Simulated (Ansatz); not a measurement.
**C39H30N2: one molecule under many settings**

How do the results and run time of C39H30N2 respond when the settings are drawn wide?

Computed with Ansatz 0.2.0, Gaussian basis. Level: the settings change from run to run.

### Step 1. The geometry

The geometry comes from an earlier relaxation with r2SCAN-D4/def2-SVP; it is a stationary point, not always the lowest conformer.

SMILES `CN(C)c1ccc(-c2ccc(-c3ccc(-c4ccc(-c5ccc(-c6ccc(C#N)cc6)cc5)cc4)cc3)cc2)cc1`, 71 atoms, charge 0, spin multiplicity 1.

Atoms are counted from 1 here; the program's logs count them from 0.

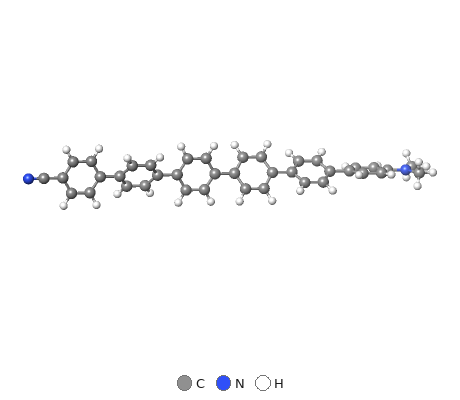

The geometry (carbon grey, nitrogen blue, hydrogen white).

### Step 2. PBEsol/6-31G*

Set apart from the defaults: multiplicity 3, density fitting with def2-universal-jkfit, D3(BJ) with three-body dispersion.

in.yaml reads:

```yaml
crystal:
  periodic: [false, false, false]
  atoms:
    - {symbol: C, position_ang: [12.896519, 1.514360, 0.649858]}
    - {symbol: N, position_ang: [12.183682, 0.282342, 0.896884]}
    - {symbol: C, position_ang: [12.907804, -0.918819, 1.243368]}
    - {symbol: C, position_ang: [10.809921, 0.252444, 0.800982]}
    - {symbol: C, position_ang: [10.075722, -0.931685, 1.064206]}
    - {symbol: C, position_ang: [8.689288, -0.951573, 0.960604]}
    - {symbol: C, position_ang: [7.948027, 0.189931, 0.598947]}
    - {symbol: C, position_ang: [6.477358, 0.157255, 0.493233]}
    - {symbol: C, position_ang: [5.694126, 1.293826, 0.779950]}
    - {symbol: C, position_ang: [4.306108, 1.263388, 0.678461]}
    - {symbol: C, position_ang: [3.626636, 0.094275, 0.284510]}
    - {symbol: C, position_ang: [2.154139, 0.061966, 0.174523]}
    - {symbol: C, position_ang: [1.338317, 0.818331, 1.038841]}
    - {symbol: C, position_ang: [-0.049733, 0.786259, 0.935820]}
    - {symbol: C, position_ang: [-0.691652, -0.000718, -0.039841]}
    - {symbol: C, position_ang: [-2.164318, -0.033993, -0.151386]}
    - {symbol: C, position_ang: [-2.986640, 0.075179, 0.987073]}
    - {symbol: C, position_ang: [-4.374352, 0.038873, 0.881981]}
    - {symbol: C, position_ang: [-5.008015, -0.103555, -0.367525]}
    - {symbol: C, position_ang: [-6.480314, -0.142804, -0.479851]}
    - {symbol: C, position_ang: [-7.274545, -0.721551, 0.529635]}
    - {symbol: C, position_ang: [-8.661905, -0.759691, 0.423734]}
    - {symbol: C, position_ang: [-9.321480, -0.224303, -0.699481]}
    - {symbol: C, position_ang: [-10.793218, -0.268509, -0.814288]}
    - {symbol: C, position_ang: [-11.419079, -0.417055, -2.068867]}
    - {symbol: C, position_ang: [-12.804152, -0.460198, -2.184406]}
    - {symbol: C, position_ang: [-13.611239, -0.354933, -1.034453]}
    - {symbol: C, position_ang: [-15.035633, -0.398711, -1.145545]}
    - {symbol: N, position_ang: [-16.197622, -0.434388, -1.236120]}
    - {symbol: C, position_ang: [-13.000277, -0.205764, 0.226221]}
    - {symbol: C, position_ang: [-11.613999, -0.164046, 0.327239]}
    - {symbol: C, position_ang: [-8.528887, 0.353775, -1.709897]}
    - {symbol: C, position_ang: [-7.141862, 0.395283, -1.601295]}
    - {symbol: C, position_ang: [-4.186728, -0.209135, -1.506573]}
    - {symbol: C, position_ang: [-2.799070, -0.177380, -1.400698]}
    - {symbol: C, position_ang: [0.123049, -0.755738, -0.905616]}
    - {symbol: C, position_ang: [1.510804, -0.726614, -0.799617]}
    - {symbol: C, position_ang: [4.406926, -1.042816, -0.001691]}
    - {symbol: C, position_ang: [5.794854, -1.011910, 0.099955]}
    - {symbol: C, position_ang: [8.682321, 1.363937, 0.342292]}
    - {symbol: C, position_ang: [10.069081, 1.404687, 0.434761]}
    - {symbol: H, position_ang: [13.970362, 1.348454, 0.802502]}
    - {symbol: H, position_ang: [12.577550, 2.321769, 1.335332]}
    - {symbol: H, position_ang: [12.753334, 1.880184, -0.384764]}
    - {symbol: H, position_ang: [13.984452, -0.707584, 1.236419]}
    - {symbol: H, position_ang: [12.641569, -1.292074, 2.250506]}
    - {symbol: H, position_ang: [12.718413, -1.737352, 0.524205]}
    - {symbol: H, position_ang: [10.590526, -1.844671, 1.367098]}
    - {symbol: H, position_ang: [8.163080, -1.880387, 1.200487]}
    - {symbol: H, position_ang: [6.184319, 2.215244, 1.107025]}
    - {symbol: H, position_ang: [3.735272, 2.171890, 0.891798]}
    - {symbol: H, position_ang: [1.802388, 1.428513, 1.818892]}
    - {symbol: H, position_ang: [-0.650120, 1.399760, 1.613798]}
    - {symbol: H, position_ang: [-2.527522, 0.170469, 1.975107]}
    - {symbol: H, position_ang: [-4.981663, 0.142000, 1.785853]}
    - {symbol: H, position_ang: [-6.791740, -1.184153, 1.394954]}
    - {symbol: H, position_ang: [-9.244054, -1.251814, 1.208143]}
    - {symbol: H, position_ang: [-10.805429, -0.529132, -2.966678]}
    - {symbol: H, position_ang: [-13.274569, -0.586486, -3.162609]}
    - {symbol: H, position_ang: [-13.623487, -0.113240, 1.119069]}
    - {symbol: H, position_ang: [-11.155118, -0.019314, 1.308906]}
    - {symbol: H, position_ang: [-9.010767, 0.815302, -2.576590]}
    - {symbol: H, position_ang: [-6.559010, 0.888259, -2.384329]}
    - {symbol: H, position_ang: [-4.644661, -0.338711, -2.491412]}
    - {symbol: H, position_ang: [-2.191888, -0.246354, -2.307681]}
    - {symbol: H, position_ang: [-0.341628, -1.392851, -1.663648]}
    - {symbol: H, position_ang: [2.112679, -1.313332, -1.499354]}
    - {symbol: H, position_ang: [3.913739, -1.974851, -0.292897]}
    - {symbol: H, position_ang: [6.367389, -1.909784, -0.149618]}
    - {symbol: H, position_ang: [8.155179, 2.269868, 0.028388]}
    - {symbol: H, position_ang: [10.581423, 2.340177, 0.205184]}
basis:
  gaussian: {orbitals: "6-31G*", fitting: {mean_field: def2-universal-jkfit}}
magnetization: {spin_polarized: true, initial_magnetization: 2}
hamiltonian: {xc: {name: PBEsol}, dispersion: d3bjatm}
scf: {omitted_lower_state_checks: [starts]}
```

Launch:

```bash
> ansatz run in.yaml --threads 2 --pin off --events-out ev --progress --plain --max-ram 32768MiB --backend cuda --devices 0, --max-vram 18GiB
```

Standard output:

```text
Functional definition: PBEsol
  name "PBEsol"
  cite "Perdew et al., Phys. Rev. Lett. 100, 136406 (2008) doi:10.1103/PhysRevLett.100.136406"
  cite "Perdew, Burke & Ernzerhof, Phys. Rev. Lett. 77, 3865 (1996) doi:10.1103/PhysRevLett.77.3865"
  parent pbesol
  exchange = pbesol_x
  correlation = pbesol_c
these checks for a lower state are left out or cut short: starts
3619 factors; integrals over basis functions are off by at most 9.6e-2 eV
mean field evaluation 1: about -43620.8875 eV, gradient 9.4e1 eV
mean field evaluation 2: about -43316.5500 eV, gradient 1.7e2 eV
mean field evaluation 4: about -43034.0804 eV, gradient 1.9e2 eV
mean field evaluation 8: about -43669.1027 eV, gradient 2.3e-1 eV
mean field -43669.04735280 eV, -1604.8078902720 hartree, gradient 1.4e-5 eV, S^2 2.001775; 0 other end points of the search recorded, 0 dependent functions left out
reference -43669.04743845 eV, -1604.8078934194 hartree; 140, 138 occupied and 535, 537 virtual orbitals, 3619 factors
Total energy: -43670.28136344 eV, -1604.8532393264 hartree
Checks for a lower state left out: starts
```

It took 12 s on 1 × H100 (card shared with other runs) with 2 threads of AMD EPYC 7R13, shared host; peak host memory 1.3 GiB.

⟨S²⟩ 2.002.

### Step 3. r2SCAN50/cc-pVDZ

This run has density fitting with def2-universal-jkfit, a grid of angular degree 23, D3(BJ) with three-body dispersion.

Edit in.yaml of step 2 so:

```diff
@@ -75,5 +75,5 @@
 basis:
-  gaussian: {orbitals: "6-31G*", fitting: {mean_field: def2-universal-jkfit}}
-magnetization: {spin_polarized: true, initial_magnetization: 2}
-hamiltonian: {xc: {name: PBEsol}, dispersion: d3bjatm}
+  gaussian: {orbitals: cc-pVDZ, fitting: {mean_field: def2-universal-jkfit}, final_grid: {core_spheres: 8, valence_spheres: 7, degree: 23}}
+hamiltonian: {xc: {name: r2SCAN50}, dispersion: d3bjatm}
 scf: {omitted_lower_state_checks: [starts]}
+output: {forces: true}
```

The command is unchanged.

Standard output, cut to the lines that bear on the results:

```text
Functional definition: r2SCAN50
  name "r2SCAN50"
  cite "Bursch, Neugebauer, Ehlert & Grimme, J. Chem. Phys. 156, 134105 (2022) doi:10.1063/5.0086040"
  cite "Furness, Kaplan, Ning, Perdew & Sun, J. Phys. Chem. Lett. 11, 8208 (2020) doi:10.1021/acs.jpclett.0c02405"
  cite "Furness, Kaplan, Ning, Perdew & Sun, J. Phys. Chem. Lett. 11, 9248 (2020) doi:10.1021/acs.jpclett.0c03077"
  parent r2scan
[...]
3619 factors; integrals over basis functions are off by at most 2.3e-1 eV
[...]
mean field -43881.59263819 eV, -1612.6187854416 hartree, gradient 7.9e-5 eV, S^2 0.000000; 0 other end points of the search recorded, 0 dependent functions left out
[...]
reference -43881.59266441 eV, -1612.6187864054 hartree; 139, 139 occupied and 585, 585 virtual orbitals, 3619 factors
Total energy: -43882.70082114 eV, -1612.6595104141 hartree
[...]
Atom 62 at    -6.559010     0.888259    -2.384329 Å, force    -0.216137    -0.184332     0.282190 eV/Å
Atom 63 at    -4.644661    -0.338711    -2.491412 Å, force     0.168907     0.044524     0.360010 eV/Å
Atom 64 at    -2.191888    -0.246354    -2.307681 Å, force    -0.224310     0.028351     0.329806 eV/Å
Atom 65 at    -0.341628    -1.392851    -1.663648 Å, force     0.169708     0.232031     0.278289 eV/Å
Atom 66 at     2.112679    -1.313332    -1.499354 Å, force    -0.221578     0.216802     0.252521 eV/Å
Atom 67 at     3.913739    -1.974851    -0.292897 Å, force     0.181189     0.340226     0.108319 eV/Å
Atom 68 at     6.367389    -1.909784    -0.149618 Å, force    -0.213472     0.326988     0.083700 eV/Å
Atom 69 at     8.155179     2.269868     0.028388 Å, force     0.192272    -0.328536     0.115692 eV/Å
Atom 70 at    10.581423     2.340177     0.205184 Å, force    -0.179213    -0.339977     0.089822 eV/Å
Dipole moment:     1.964349     0.051503     0.146608 e Å
Checks for a lower state left out: starts
```

It took 13 s on 1 × H100 (card shared with other runs) with 2 threads of AMD EPYC 7R13, shared host; peak host memory 1.7 GiB.

Largest force 2.194 eV/Å, dipole 9.46 D.

### Step 4. B97M-V/def2-SVP

This run has atoms shaken by 0.03 Å, density fitting with def2-universal-jkfit, a grid of angular degree 11, the search for lower states set to full.

in.yaml reads:

```yaml
crystal:
  periodic: [false, false, false]
  atoms:
    - {symbol: C, position_ang: [12.910031, 1.488704, 0.599308]}
    - {symbol: N, position_ang: [12.186589, 0.262695, 0.903961]}
    - {symbol: C, position_ang: [12.904251, -0.862491, 1.214288]}
    - {symbol: C, position_ang: [10.835383, 0.244286, 0.869751]}
    - {symbol: C, position_ang: [10.096599, -0.880542, 1.078403]}
    - {symbol: C, position_ang: [8.675293, -0.972638, 0.931550]}
    - {symbol: C, position_ang: [7.935493, 0.151683, 0.634806]}
    - {symbol: C, position_ang: [6.431021, 0.105674, 0.512730]}
    - {symbol: C, position_ang: [5.681032, 1.309806, 0.773178]}
    - {symbol: C, position_ang: [4.297137, 1.232379, 0.655550]}
    - {symbol: C, position_ang: [3.621636, 0.113459, 0.316369]}
    - {symbol: C, position_ang: [2.139970, 0.060111, 0.195568]}
    - {symbol: C, position_ang: [1.358813, 0.809592, 1.020248]}
    - {symbol: C, position_ang: [-0.069812, 0.830648, 0.983888]}
    - {symbol: C, position_ang: [-0.695605, 0.018564, -0.009148]}
    - {symbol: C, position_ang: [-2.130528, 0.016140, -0.123222]}
    - {symbol: C, position_ang: [-3.048544, 0.067879, 1.013095]}
    - {symbol: C, position_ang: [-4.337490, 0.049856, 0.856499]}
    - {symbol: C, position_ang: [-5.032770, -0.045510, -0.341184]}
    - {symbol: C, position_ang: [-6.452366, -0.134556, -0.523124]}
    - {symbol: C, position_ang: [-7.273104, -0.685327, 0.546582]}
    - {symbol: C, position_ang: [-8.686291, -0.764623, 0.409610]}
    - {symbol: C, position_ang: [-9.293324, -0.314500, -0.725024]}
    - {symbol: C, position_ang: [-10.806084, -0.282185, -0.812846]}
    - {symbol: C, position_ang: [-11.454337, -0.378790, -2.078357]}
    - {symbol: C, position_ang: [-12.757238, -0.473534, -2.202229]}
    - {symbol: C, position_ang: [-13.597940, -0.320312, -1.053186]}
    - {symbol: C, position_ang: [-15.069278, -0.458981, -1.132080]}
    - {symbol: N, position_ang: [-16.155655, -0.437924, -1.269459]}
    - {symbol: C, position_ang: [-12.991373, -0.216185, 0.135010]}
    - {symbol: C, position_ang: [-11.575570, -0.140524, 0.343695]}
    - {symbol: C, position_ang: [-8.548664, 0.400130, -1.691887]}
    - {symbol: C, position_ang: [-7.164457, 0.410471, -1.600414]}
    - {symbol: C, position_ang: [-4.183506, -0.251219, -1.508003]}
    - {symbol: C, position_ang: [-2.822272, -0.165418, -1.358694]}
    - {symbol: C, position_ang: [0.090708, -0.796878, -0.914579]}
    - {symbol: C, position_ang: [1.508083, -0.729245, -0.814656]}
    - {symbol: C, position_ang: [4.370168, -0.980177, -0.017378]}
    - {symbol: C, position_ang: [5.808083, -1.006319, 0.038463]}
    - {symbol: C, position_ang: [8.706332, 1.295877, 0.301653]}
    - {symbol: C, position_ang: [10.048589, 1.354881, 0.417835]}
    - {symbol: H, position_ang: [13.975140, 1.336063, 0.877334]}
    - {symbol: H, position_ang: [12.556686, 2.312391, 1.336916]}
    - {symbol: H, position_ang: [12.746993, 1.846471, -0.408379]}
    - {symbol: H, position_ang: [13.960462, -0.753509, 1.226231]}
    - {symbol: H, position_ang: [12.622856, -1.357754, 2.241246]}
    - {symbol: H, position_ang: [12.724173, -1.694747, 0.539750]}
    - {symbol: H, position_ang: [10.595682, -1.806615, 1.356382]}
    - {symbol: H, position_ang: [8.181616, -1.896352, 1.203094]}
    - {symbol: H, position_ang: [6.190623, 2.278860, 1.073258]}
    - {symbol: H, position_ang: [3.710896, 2.135518, 0.891838]}
    - {symbol: H, position_ang: [1.823634, 1.448823, 1.799725]}
    - {symbol: H, position_ang: [-0.675968, 1.348289, 1.615628]}
    - {symbol: H, position_ang: [-2.549515, 0.175099, 1.981913]}
    - {symbol: H, position_ang: [-5.013422, 0.172033, 1.743788]}
    - {symbol: H, position_ang: [-6.778598, -1.150894, 1.383689]}
    - {symbol: H, position_ang: [-9.200729, -1.283258, 1.217538]}
    - {symbol: H, position_ang: [-10.793766, -0.520197, -2.942818]}
    - {symbol: H, position_ang: [-13.290559, -0.598105, -3.173717]}
    - {symbol: H, position_ang: [-13.609125, -0.121116, 1.133966]}
    - {symbol: H, position_ang: [-11.139162, -0.016508, 1.309971]}
    - {symbol: H, position_ang: [-9.004494, 0.810011, -2.591567]}
    - {symbol: H, position_ang: [-6.543345, 0.864576, -2.353040]}
    - {symbol: H, position_ang: [-4.691447, -0.305665, -2.451841]}
    - {symbol: H, position_ang: [-2.212572, -0.248896, -2.340914]}
    - {symbol: H, position_ang: [-0.307203, -1.358143, -1.666200]}
    - {symbol: H, position_ang: [2.106730, -1.313955, -1.559689]}
    - {symbol: H, position_ang: [3.876178, -1.987472, -0.291518]}
    - {symbol: H, position_ang: [6.329272, -1.975605, -0.174432]}
    - {symbol: H, position_ang: [8.174638, 2.284134, 0.047610]}
    - {symbol: H, position_ang: [10.551519, 2.304392, 0.217281]}
basis:
  gaussian: {orbitals: def2-SVP, fitting: {mean_field: def2-universal-jkfit}, final_grid: {core_spheres: 5, valence_spheres: 4, degree: 11}}
hamiltonian: {xc: {name: B97M-V}}
scf: {lower_state_search: full}
output: {forces: true}
```

Same command.

Standard output, cut to the lines that bear on the results:

```text
Functional definition: B97M-V
  name "B97M-V"
  cite "Mardirossian & Head-Gordon, J. Chem. Phys. 142, 074111 (2015) doi:10.1063/1.4907719"
  cite "Becke, J. Chem. Phys. 107, 8554 (1997) doi:10.1063/1.475007"
  cite "Vydrov & Van Voorhis, J. Chem. Phys. 133, 244103 (2010) doi:10.1063/1.3521275"
  # Of w^i u^j: cxij and so on, Table III.
[...]
  gx(w, u) = cx00 + cx01*u + cx02*u^2 + (cx10 + cx11*u)*w
  gss(w, u) = css00 + css02*u^2 + css10*w + (css32*w^3 + css42*w^4)*u^2
  gos(w, u) = cos00 + cos01*u + cos03*u^3 + cos10*w + cos32*w^3*u^2
[...]
      + integral(e_c_pw_mod_opposite_spin*gos(b97_w_opposite, b97_u_opposite)) + vv10(b, c)
3619 factors; integrals over basis functions are off by at most 2.6e-1 eV
[...]
mean field -43878.49385407 eV, -1612.5049072257 hartree, gradient 3.6e-5 eV, S^2 0.000000; 0 other end points of the search recorded, 0 dependent functions left out
[...]
Atom 61 at    -9.004494     0.810011    -2.591567 Å, force    -0.228819     0.114358     0.214961 eV/Å
Atom 62 at    -6.543345     0.864576    -2.353040 Å, force     0.008294     0.446077    -0.481815 eV/Å
Atom 63 at    -4.691447    -0.305665    -2.451841 Å, force     0.248253    -0.302895    -0.683622 eV/Å
Atom 64 at    -2.212572    -0.248896    -2.340914 Å, force    -0.961587     0.284734     1.673140 eV/Å
Atom 65 at    -0.307203    -1.358143    -1.666200 Å, force    -1.387192    -1.688050    -2.034225 eV/Å
Atom 66 at     2.106730    -1.313955    -1.559689 Å, force    -0.579779     0.529767     0.763929 eV/Å
Atom 67 at     3.876178    -1.987472    -0.291518 Å, force     0.674463     1.827257     0.408766 eV/Å
Atom 68 at     6.329272    -1.975605    -0.174432 Å, force    -0.385506     1.172111     0.208141 eV/Å
Atom 69 at     8.174638     2.284134     0.047610 Å, force     0.790043    -1.632689     0.288134 eV/Å
Atom 70 at    10.551519     2.304392     0.217281 Å, force    -0.208364    -0.157633    -0.019661 eV/Å
Dipole moment:     1.963790     0.084129     0.130591 e Å
```

Run time: 13 s. Hardware: 1 × H100 (card shared with other runs) with 2 threads of AMD EPYC 7R13, shared host.

Largest force 11.616 eV/Å, dipole 9.46 D.

[end of part 1 of 2]
